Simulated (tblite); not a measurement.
```xyz
21

C     4.307   -0.266    0.160
C     3.176    0.379    0.415
C     1.866   -0.151    0.118
N     0.796    0.565    0.397
N    -0.304   -0.067    0.054
C    -1.575    0.588    0.292
C    -2.306    0.829   -1.028
C    -2.422   -0.224    1.270
C    -0.138   -1.282   -0.497
P     1.517   -1.730   -0.624
H     5.271    0.155    0.388
H     4.298   -1.247   -0.292
H     3.177    1.363    0.866
H    -1.313    1.549    0.746
H    -2.580   -0.113   -1.497
H    -1.674    1.388   -1.713
H    -3.213    1.401   -0.848
H    -2.710   -1.177    0.832
H    -3.323    0.327    1.522
H    -1.864   -0.415    2.184
H    -0.994   -1.854   -0.803
```

Question: Where will the first 8 clear peaks of this molecule's radial distribution curve from gas electron diffraction lie, and which pairs make them?

Answer: Peak 1, 1.09 Å: C–H 1.07–1.10 Å (×11)
Peak 2, 1.34 Å: N–N 1.31 Å, N–C 1.32–1.45 Å (×3), C–C 1.33–1.44 Å (×2), not resolved; in its flanks C–C 1.53 Å
Peak 3, 1.75 Å: P–C 1.72–1.78 Å (×2), not resolved
Peak 4, 2.49 Å: N···C 2.25–2.45 Å (×5), C···C 2.38–2.53 Å (×4), P···N 2.56–2.61 Å (×2), not resolved; in its flanks C···H 2.10–3.00 Å, P···C 2.88 Å, C···C 3.07 Å
Peak 5, 3.41 Å: N···H 3.24–3.38 Å (×5), P···C 3.25 Å, C···H 3.30–3.66 Å (×8), N···C 3.42–3.62 Å (×4), C···C 3.52 Å, not resolved
Peak 6, 3.92 Å: P···H 3.81 Å, C···C 3.82 Å, N···H 3.85–4.00 Å (×4), P···C 3.97 Å, not resolved
Peak 7, 4.59 Å: P···H 4.32–4.59 Å (×6), C···C 4.44–4.76 Å (×4), C···H 4.44–4.88 Å (×7), N···C 4.62 Å, P···C 4.62 Å (×2), not resolved
Peak 8, 5.70 Å: C···H 5.39–5.94 Å (×9), P···H 5.68 Å (×2), C···C 5.69–5.95 Å (×3), not resolved

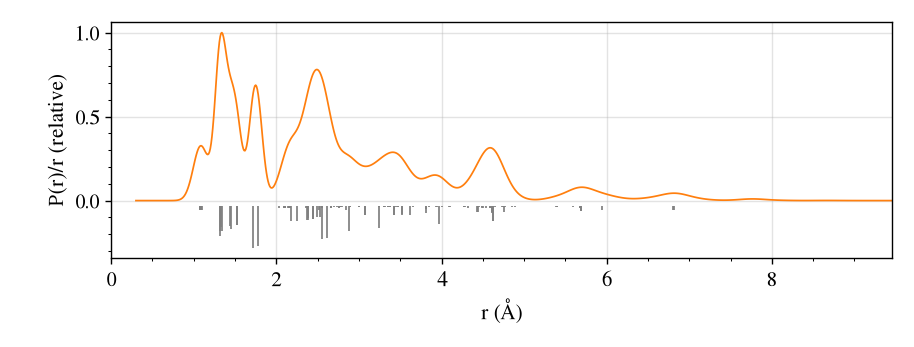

Simulated gas electron diffraction: radial distribution curve of C7H11N2P. Each pair of atoms contributes with weight ZᵢZⱼ/r (bars below the curve); damping constant 0.001 Å²; vibrational amplitudes assumed, not computed: 0.05 Å for bonds, 0.078 Å for bonds to H, 0.06 + 0.015 r up to 0.15 Å for other pairs. The geometry is the end point of an optimisation (tblite 0.8.0, GFN2-xTB geometry optimisation, gas phase); it may be a saddle point or a higher isomer.
